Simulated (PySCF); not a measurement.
## Electronic structure of C₃H₈NO₂Si₂ (doublet) in real space

```yaml
atoms:
  - { symbol: N, position_ang: [3.0044, 0.4625, 0.0566] }
  - { symbol: C, position_ang: [2.2934, -0.6827, 0.1434] }
  - { symbol: O, position_ang: [2.7481, -1.7710, -0.1518] }
  - { symbol: Si, position_ang: [0.5772, -0.4949, 0.9608] }
  - { symbol: C, position_ang: [-0.9806, -1.3016, 0.1836] }
  - { symbol: C, position_ang: [-2.1299, -0.2947, 0.3338] }
  - { symbol: Si, position_ang: [-1.3892, 1.4632, 0.2821] }
  - { symbol: O, position_ang: [0.1422, 1.0955, 0.7310] }
  - { symbol: H, position_ang: [2.5531, 1.3460, 0.2131] }
  - { symbol: H, position_ang: [3.9298, 0.4437, -0.3445] }
  - { symbol: H, position_ang: [-0.7791, -1.4722, -0.8783] }
  - { symbol: H, position_ang: [-1.2456, -2.2688, 0.6092] }
  - { symbol: H, position_ang: [-2.6113, -0.4485, 1.3015] }
  - { symbol: H, position_ang: [-2.8948, -0.4714, -0.4219] }
  - { symbol: H, position_ang: [-1.3074, 2.0387, -1.0574] }
  - { symbol: H, position_ang: [-1.9179, 2.3651, 1.2949] }
```

Geometry: GFN2-xTB.

These are results of PySCF, UKS B3LYP, pcH-1 on C H N O Si, non-relativistic, mean-field spin-orbit, GIAO, not measurements.

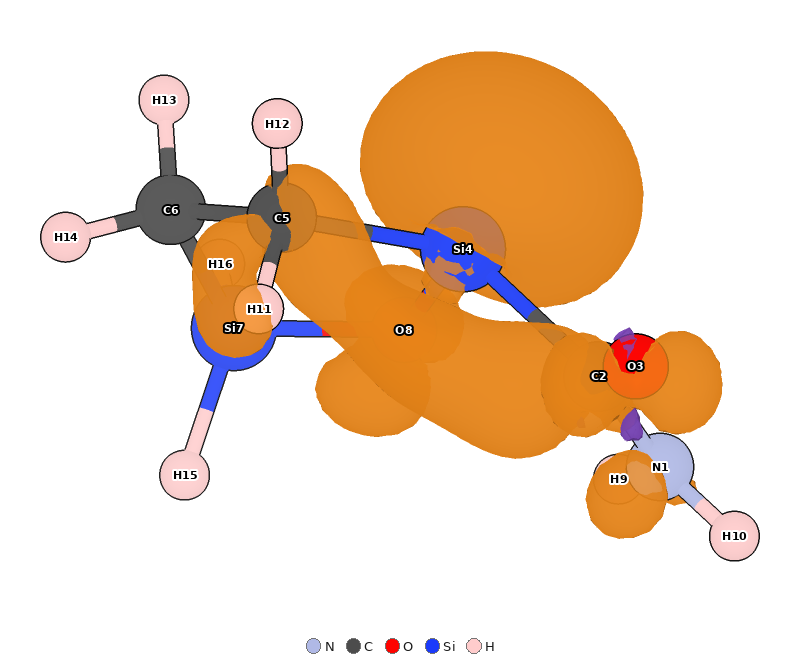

Figure 1. Isosurfaces of the spin density at +0.015 (orange) and −0.015 e/Å³ (purple), seen at an oblique angle.

### Describe the spin distribution.

The unpaired spin (1 electron) lies mostly on Si4 (about 0.7), C2 (about 0.1) and O8 (about 0.1), in electrons by Hirshfeld's partition.

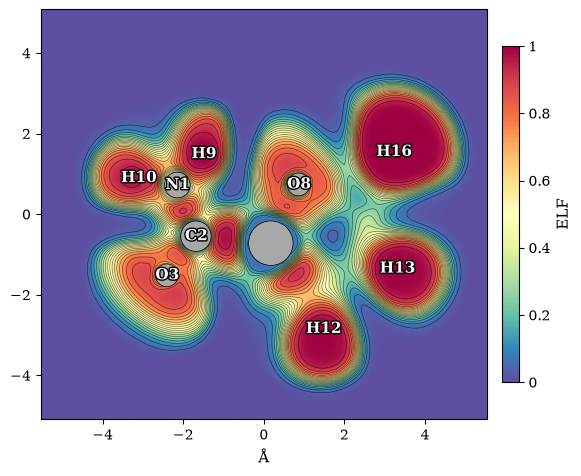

Figure 2. Electron localisation function on the plane of atoms C2, N1 and H9. Grey discs cover the atomic cores.

### What do the fields say about this system?

The plane passes through N, C, O and H nuclei.
C–O (1.22 Å): the ELF peaks at about 0.85 between the atoms: a short, multiple covalent bond.
C–N (1.35 Å): the ELF peaks at about 0.90 between the atoms: a covalent bond.
N–H (1.00 Å): the ELF climbs to about 1 towards the hydrogen, as it does in any bond to H (an ordinary covalent bond to hydrogen).
The ELF also peaks beside O3 and O8, away from the bonds: non-bonding electrons, paired or unpaired.

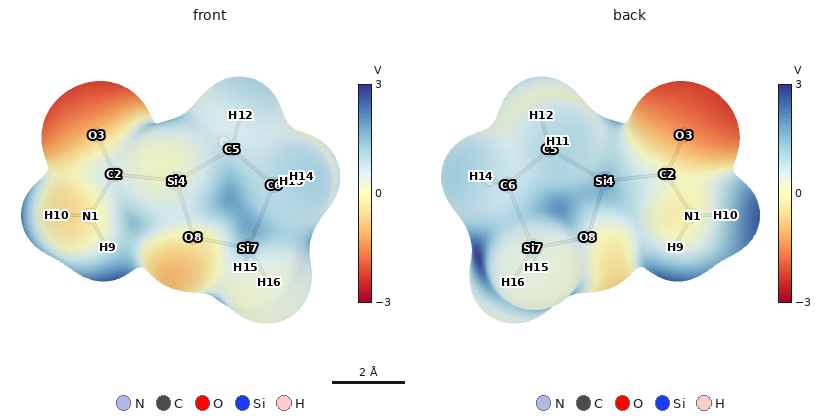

Figure 3. The electrostatic potential painted on the density surface at 0.004 e/bohr³, seen from the front and from behind; the colour scale runs from red (negative) to blue (positive).

### Describe the electrostatic potential map.

The most negative region (about −2.2 V) lies over O3, the most positive (about +2.7 V) over Si7 and H10. O3 is the likeliest acceptor of a hydrogen bond.
